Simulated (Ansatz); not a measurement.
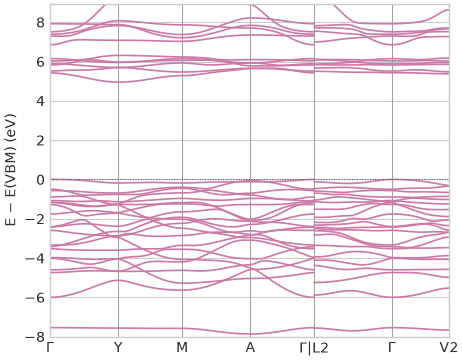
Figure: Band structure from DFT-r²SCAN in the program Ansatz with PAW potentials

Read off the gap and where the band edges lie.

About 5.0 eV (4.95 eV by a search for the band edges); maximum at Γ, minimum at Y.

Which of these materials gives this?
A) GdBr3, C2/m (Gd on 4g, Br on 4i, Br on 8j)
B) Sc2Si2O7, C2/m (Pearson symbol mS22)
C) B4C, Cm (Pearson symbol mS30)

B, Sc2Si2O7, C2/m (Pearson symbol mS22)

The first step of the workflow began from a Materials Project structure, measured or hypothetical; the Crystallography Open Database files this formula in space group No. 12, but the cells were not matched. Its standing as an ambient phase is unchecked. The cell was relaxed with r²SCAN under the symmetry of its start; whether a distortion lowers the energy is not shown. The run is not spin-polarised.

Potentials: the later of the program's two PAW sets.
